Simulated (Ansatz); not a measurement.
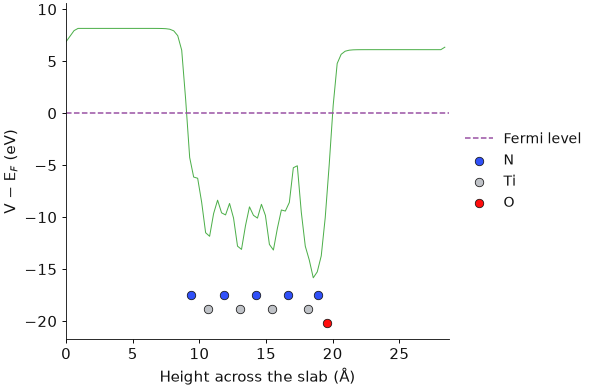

What does the plot show?

Plane-averaged electrostatic potential energy of an electron across the slab; circles at the bottom mark the heights of the atoms (positions after relaxation). System: a (111) slab cut from TiN (Fm-3m), of composition Ti₄N₅O (not the bulk's), ended by N planes, 10 atoms in the cell. Method: DFT PBEsol, scalar-relativistic, plane waves, PAW, no spin polarisation, 12×12×1 k mesh, 420 eV cutoff, Gaussian smearing of 0.1 eV (Ansatz 0.2.0).

The work function is 6.12 eV at the right face and 8.17 eV at the left. The vacuum level is 2.05 eV higher at the left than at the right, so the slab carries a dipole along its normal; the ramp in the vacuum, at or near the edge of the plot, is the dipole correction that keeps each side flat. Some atoms were held fixed in the relaxation, which can itself make the faces differ. The outermost atoms are 10.1 Å apart, which leaves 18.6 Å of vacuum in a cell 28.7 Å high.

The electron count is odd and the run has no spin polarisation, so a magnetic state may lie lower.
